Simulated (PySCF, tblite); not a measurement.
# C₃H₆NSi₂ radical: geometry, infrared bands and EPR parameters

What infrared bands and EPR parameters should C₃H₆NSi₂ radical (`N#CC1[SiH2][CH][SiH2]1`) show?

Computed with tblite 0.8.0 and PySCF 2.14.0, with density-fitted response routines of our own, on a single molecule in the gas phase. Atoms count from 0, in the outputs and in this text.

## Step 1: The starting structure

12 atoms, charge 0, multiplicity 2; geometry from: force field or distance geometry start.

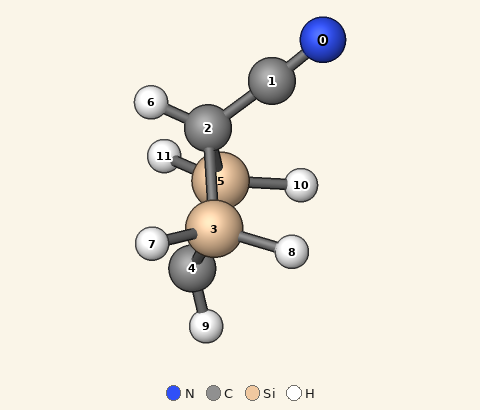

The starting geometry (nitrogen blue, carbon grey, silicon light orange, hydrogen white), atoms numbered.

## Step 2: Relaxing the molecule with GFN2-xTB

The job: settings as JSON, then the geometry in Å.

```
{"job": {"kind": "relax", "xc": "GFN2-xTB", "basis": "xTB"}, "charge": 0, "multiplicity": 2}
N      2.805300    -1.415000     0.187100
C      1.812600    -0.843900     0.441100
C      0.629900    -0.156600     0.806100
Si    -0.944200    -0.944400     0.092700
C     -1.468300     0.657900    -0.475900
Si     0.207500     1.274200    -0.371000
H      0.528900     0.120800     1.854500
H     -1.839500    -1.483300     1.150500
H     -0.723900    -1.888600    -1.027900
H     -2.166500     0.850200    -1.280600
H      0.885300     1.228000    -1.687800
H      0.274300     2.600000     0.285100
```

Started as:

```bash
> OMP_NUM_THREADS=1 python probes_run.py task.json out
```

The driver reads the jobs from task.json and runs them one after another.

Log:

```text
step      E/eV     max force
  0    -426.90708    3.908
  1    -427.02805    8.569
  2    -427.14925    4.254
  3    -427.31235    1.108
  4    -427.34742    0.513
  5    -427.40822    1.496
  6    -427.43742    1.073
  7    -427.45385    0.544
  8    -427.47268    0.763
  9    -427.49540    1.217
 10    -427.51284    1.062
 11    -427.52569    0.437
 12    -427.53177    0.385
 13    -427.53733    0.670
 14    -427.54630    0.762
 15    -427.55320    0.510
 16    -427.55687    0.130
 17    -427.55921    0.291
 18    -427.56244    0.452
 19    -427.56625    0.437
 20    -427.57049    0.286
 21    -427.57490    0.214
 22    -427.57983    0.491
 23    -427.58475    0.526
 24    -427.58839    0.286
 25    -427.59067    0.141
 26    -427.59233    0.225
 27    -427.59342    0.275
 28    -427.59376    0.188
 29    -427.59458    0.081
 30    -427.59492    0.073
 31    -427.59544    0.136
 32    -427.59594    0.167
 33    -427.59646    0.126
 34    -427.59669    0.052
 35    -427.59679    0.035
 36    -427.59687    0.056
 37    -427.59701    0.064
 38    -427.59717    0.050
 39    -427.59730    0.025
 40    -427.59736    0.023
 41    -427.59739    0.026
 42    -427.59742    0.021
 43    -427.59746    0.021
 44    -427.59751    0.025
 45    -427.59756    0.021
 46    -427.59758    0.016
 47    -427.59760    0.017
 48    -427.59762    0.017
 49    -427.59765    0.026
 50    -427.59769    0.026
 51    -427.59772    0.016
 52    -427.59774    0.007
```

Run time: 0.49 s. Hardware: 1 thread of Arm Neoverse N1, shared host; peak memory 0.18 GiB.

Step by step: (not every step is listed)

```tsv
step	energy from step 0 (eV)	largest force (eV/Å)
0	0.0000	3.9077
1	-0.1210	8.5687
2	-0.2422	4.2542
3	-0.4053	1.1084
4	-0.4403	0.5130
5	-0.5011	1.4955
6	-0.5303	1.0727
7	-0.5468	0.5437
8	-0.5656	0.7631
11	-0.6186	0.4368
14	-0.6392	0.7615
17	-0.6521	0.2911
20	-0.6634	0.2855
23	-0.6777	0.5262
26	-0.6852	0.2253
29	-0.6875	0.0813
32	-0.6889	0.1666
35	-0.6897	0.0347
38	-0.6901	0.0503
41	-0.6903	0.0256
44	-0.6904	0.0252
47	-0.6905	0.0175
48	-0.6905	0.0173
49	-0.6906	0.0256
50	-0.6906	0.0257
51	-0.6906	0.0158
52	-0.6907	0.0073
```

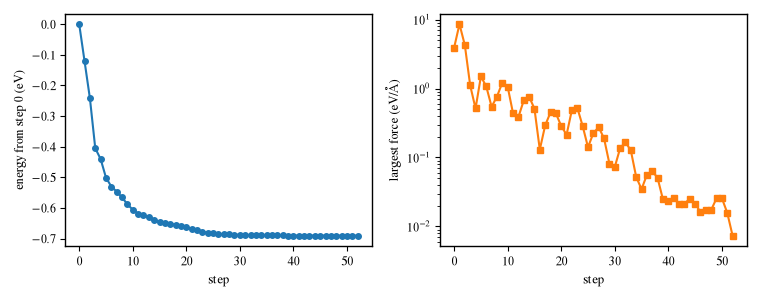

Energy and largest force along the relaxation.

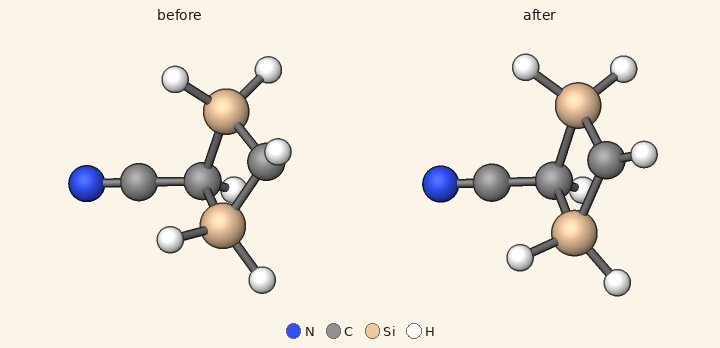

Before and after, at one scale.

Distances of close pairs at the start and the end, largest changes first:

```tsv
bond	before (Å)	after (Å)	change (Å)
Si3–C4	1.779	1.873	+0.094
C4–Si5	1.789	1.873	+0.085
C2–Si3	1.899	1.949	+0.049
C2–Si5	1.900	1.948	+0.048
N0–C1	1.173	1.149	-0.025
Si3–H7	1.487	1.466	-0.021
Si3–H8	1.482	1.461	-0.021
Si5–H10	1.482	1.461	-0.020
```

The end geometry stands in the next job.

## Step 3: Harmonic vibrations with GFN2-xTB

The job: settings as JSON, then the geometry in Å.

```
{"job": {"kind": "ir", "xc": "GFN2-xTB", "basis": "xTB"}, "charge": 0, "multiplicity": 2}
N      2.758474    -1.392770     0.166082
C      1.786018    -0.835388     0.416632
C      0.583445    -0.156564     0.686356
Si    -1.023351    -1.079162     0.083186
C     -1.371796     0.544963    -0.782266
Si     0.260188     1.399058    -0.441339
H      0.547792     0.087099     1.747855
H     -1.907953    -1.485934     1.179084
H     -0.731013    -2.216622    -0.785973
H     -2.325901     0.987247    -1.026436
H      1.184894     1.483827    -1.569695
H      0.240402     2.663562     0.300486
```

Log:

```text
mode    cm-1     km/mol
  1      83.4      0.73
  2     126.5      5.26
  3     171.9      9.67
  4     293.8     10.30
  5     399.2      1.89
  6     403.4     16.14
  7     427.1      3.78
  8     436.5      0.05
  9     458.4      2.42
 10     467.5      7.58
 11     492.7    160.52
 12     560.8      0.04
 13     614.2     76.18
 14     686.5     27.27
 15     687.6    252.80
 16     762.8    291.53
 17     769.9     83.59
 18     785.7    191.20
 19     808.3     32.21
 20     949.7     52.64
 21    1026.1     65.74
 22    1072.2     18.63
 23    1169.5     61.44
 24    2220.8    166.22
 25    2226.5    553.28
 26    2273.1    218.56
 27    2276.3    223.37
 28    2367.6    368.25
 29    2966.3     24.18
 30    3053.9     41.07
```

It took 0.57 s on 1 thread of Arm Neoverse N1, shared host; peak memory 0.18 GiB.

The strongest bands and the atoms that carry them (share of the mass-weighted mode):

```tsv
cm⁻¹	km/mol	atoms
688	252.8	C2 31 %, H7 11 %, H11 10 %
763	291.5	C4 27 %, H9 25 %, Si5 13 %, Si3 12 %
786	191.2	H7 21 %, H11 21 %, H8 20 %, H10 20 %
2221	166.2	H11 60 %, H7 29 %
2226	553.3	H7 62 %, H11 31 %
2273	218.6	H10 76 %, H8 15 %
2276	223.4	H8 77 %, H10 16 %
2368	368.2	C1 60 %, N0 38 %
```

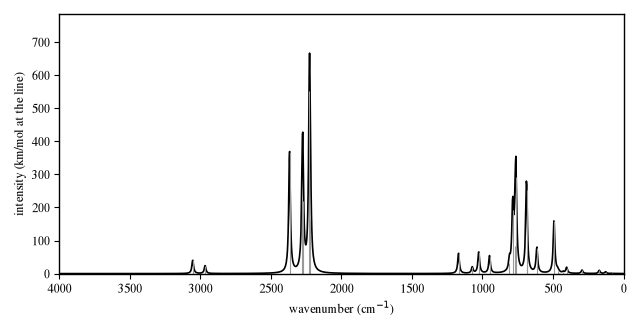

The infrared spectrum from these modes, unscaled. Lines are broadened to a width of 14 cm⁻¹ (Lorentzian).

## Step 4: EPR parameters: B3LYP/pcH-1

Same as in step 3 but for these lines:

```diff
@@ -1,2 +1,2 @@
-{"job": {"kind": "ir", "xc": "GFN2-xTB", "basis": "xTB"}, "charge": 0, "multiplicity": 2}
+{"job": {"kind": "epr", "basis": "pcH-1"}, "charge": 0, "multiplicity": 2}
 N      2.758474    -1.392770     0.166082
```

Level: UKS B3LYP, pcH-1 on C H N Si, non-relativistic, mean-field spin-orbit, GIAO.

Log:

```text
UKS, coarse grid
  cycle   1  E = -751.54178844  |g| = 4.00e-01
  cycle   2  E = -751.37764208  |g| = 7.21e-01
  cycle   3  E = -751.60681174  |g| = 1.65e-01
  cycle   4  E = -751.61787319  |g| = 4.63e-02
  cycle   5  E = -751.61892402  |g| = 1.19e-02
  cycle   6  E = -751.61899764  |g| = 2.88e-03
  cycle   7  E = -751.61900385  |g| = 9.76e-04
UKS, final grid
  cycle   1  E = -751.61901886  |g| = 1.05e-03
  cycle   2  E = -751.61901842  |g| = 1.42e-03
  cycle   3  E = -751.61901951  |g| = 1.40e-04
  cycle   4  E = -751.61901951  |g| = 1.32e-04
  cycle   5  E = -751.61901952  |g| = 6.01e-05
  cycle   6  E = -751.61901952  |g| = 1.09e-05
E = -751.61901952 Eh   <S^2> = 0.7537 (exact 0.7500)
g shifts (ppm)      1          2          3
  rmc          -117       -117       -117
  gc             -2         28         27
  oz_so         211        483        634
  total          91        393        544
hyperfine (MHz)  atom isotope    a_iso     a_fc   dipolar eigenvalues
    0   14N       0.06       0.06     -0.27     -0.05      0.32
    1   13C       7.96       7.96     -0.73     -0.73      1.46
    2   13C      16.89      16.89     -1.68     -1.50      3.18
    3  29Si      41.59      41.67     -2.57     -0.54      3.11
    4   13C      85.53      85.63    -71.01    -69.26    140.26
    5  29Si      41.58      41.65     -2.57     -0.54      3.11
    6    1H      -3.82      -3.82     -2.37     -2.22      4.59
    7    1H      45.93      45.93     -2.91     -1.95      4.86
    8    1H      61.78      61.78     -3.16     -1.67      4.83
    9    1H     -53.72     -53.73    -34.04     -1.31     35.35
   10    1H      61.77      61.77     -3.15     -1.67      4.83
   11    1H      45.90      45.90     -2.91     -1.95      4.86
```

It took 81 s on 1 thread of Arm Neoverse N1, shared host; peak memory 0.88 GiB.

Principal g values 2.00241, 2.00271, 2.00286; g(iso) = 2.00266, against 2.00232 for a free electron.

Hyperfine couplings; where a row names several nuclei, a(iso) is their mean (it holds for fast rotation or exchange) and the dipolar term the largest among them:

```tsv
nuclei	isotope	a(iso) (MHz)	a(iso) (G, at g = 2.0023)	largest dipolar term (MHz)
C4	13C	85.5	30.5	140.3
H8, H10	1H	61.8	22.0	4.8
H9	1H	-53.7	-19.2	35.3
H7, H11	1H	45.9	16.4	4.9
Si3, Si5	29Si	41.6	14.8	3.1
C2	13C	16.9	6.0	3.2
C1	13C	8.0	2.8	1.5
H6	1H	-3.8	-1.4	4.6
N0	14N	0.1	0.0	0.3
```

Mulliken spin populations:

```tsv
atom	value (e)
N0	0.00
C1	0.00
C2	0.01
Si3	-0.04
C4	0.98
Si5	-0.04
H6	0.00
H7	0.02
H8	0.03
H9	-0.03
H10	0.03
H11	0.02
```

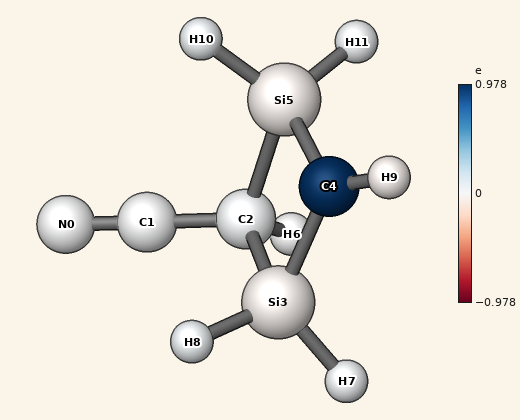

Mulliken spin populations, as colours on the atoms.

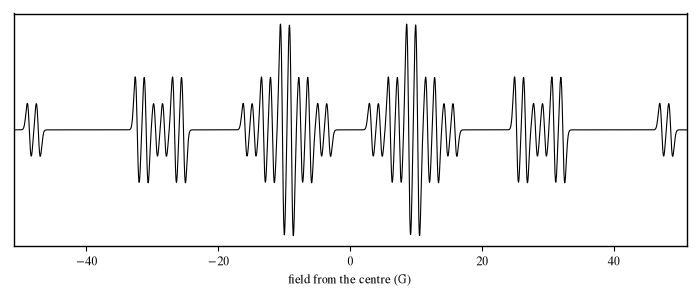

First-order isotropic spectrum (first derivative, main isotopes with spin only, couplings over 0.8 MHz, Gaussian width 0.3 G; couplings of the frozen geometry, rotation of groups not averaged beyond the rows shown).

The fields below are evaluated on a grid from the run's orbitals.

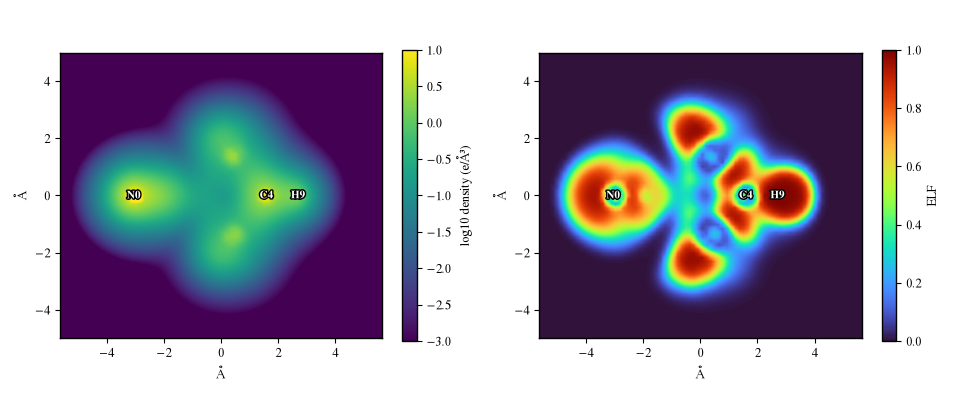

Density (left) and ELF (right) in a plane through or near 3 of the atoms.

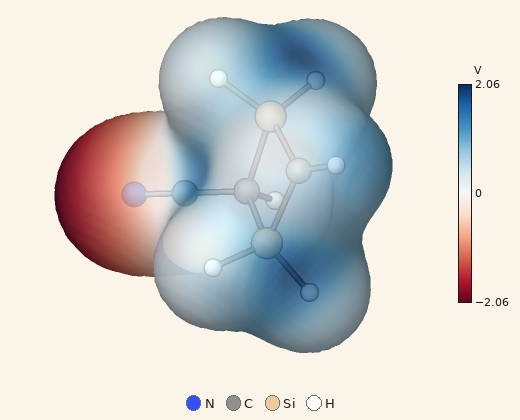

Electrostatic potential on the surface of density 0.002 e/bohr³; red is low, blue high. It runs from -2.06 V near N0 to 1.69 V near Si3.

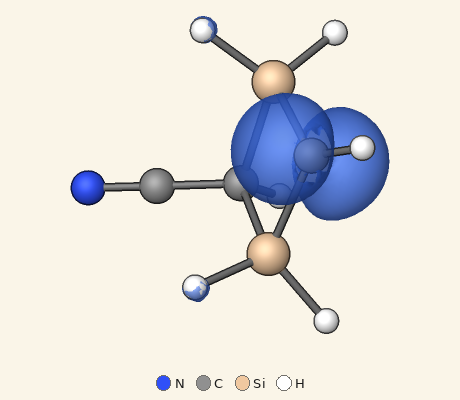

Spin density at ±0.04 e/Å³ (alpha excess blue, beta excess red).

## Step 5: Summary of results

| quantity | value |
| --- | --- |
| strongest single infrared mode (GFN2-xTB) | 2226 cm⁻¹, 553 km/mol |
| zero-point energy (GFN2-xTB) | 44.4 kcal/mol |
| g(iso) (B3LYP) | 2.00266 |
| ⟨S²⟩ | 0.754 (exact 0.75) |
| largest a(iso) (averaged by class) | 13C on C4, 85.5 MHz |
| surface potential, least and greatest | -2.06 V and 1.69 V |

**Reading.** The optimisation took 52 steps and gained 0.691 eV; among the close pairs (by a distance rule), Si3–C4 changed most, from 1.779 to 1.873 Å. All 30 modes are real, so the xTB geometry is a minimum. The strongest single mode, at 2226 cm⁻¹, moves mainly H7 and H11. GFN2-xTB is a fitted tight-binding method: band positions and strengths are rough. Its intensities can rank the bands wrongly. C4 carries the largest spin population, 0.98 e. The isotropic g lies 0.3 ppt above the free-electron value.
